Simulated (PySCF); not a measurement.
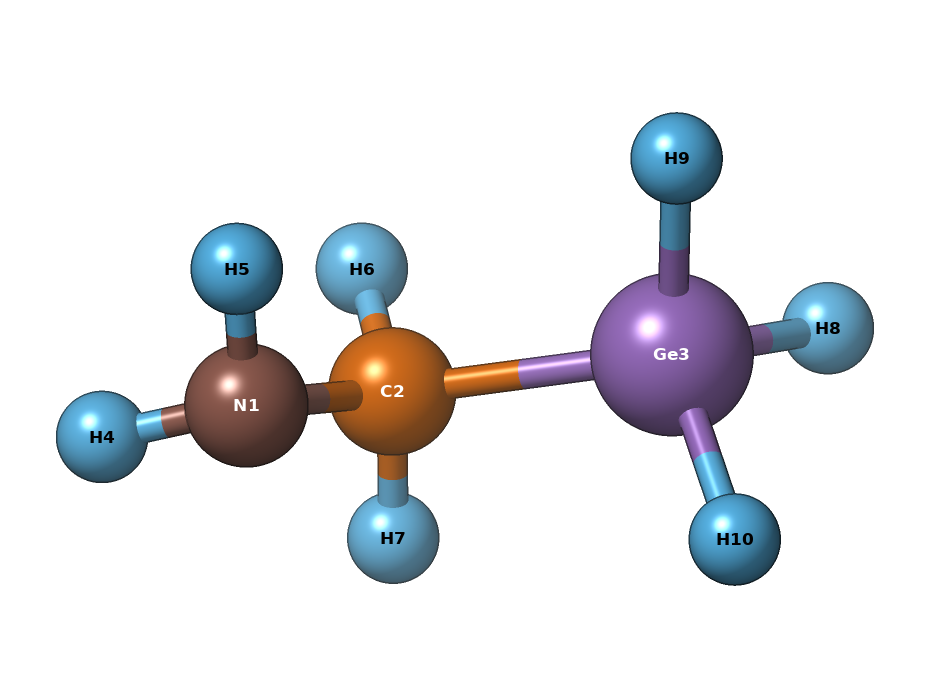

Computed geometry: PBE0-D3(BJ)/def2-SVP optimisation. No frequency run is at hand to confirm it as a minimum. Level of theory: B3LYP/pcJ-1 (pcSseg-1 on Ge) indirect spin-spin coupling, non-relativistic, gas phase (PySCF 2.14.0). Isotopes: 13C, 1H, 15N.

Give the spin–spin coupling constants of these pairs, with the number of bonds between them: N1/H4, N1/C2, N1/H9, N1/H8.

| pair | bonds apart | J (Hz) |
| --- | --- | --- |
| N1, H4 | 1 | −65.7 |
| N1, C2 | 1 | −2.5 |
| N1, H9 | 3 | −0.5 |
| N1, H8 | 3 | −8.4 |
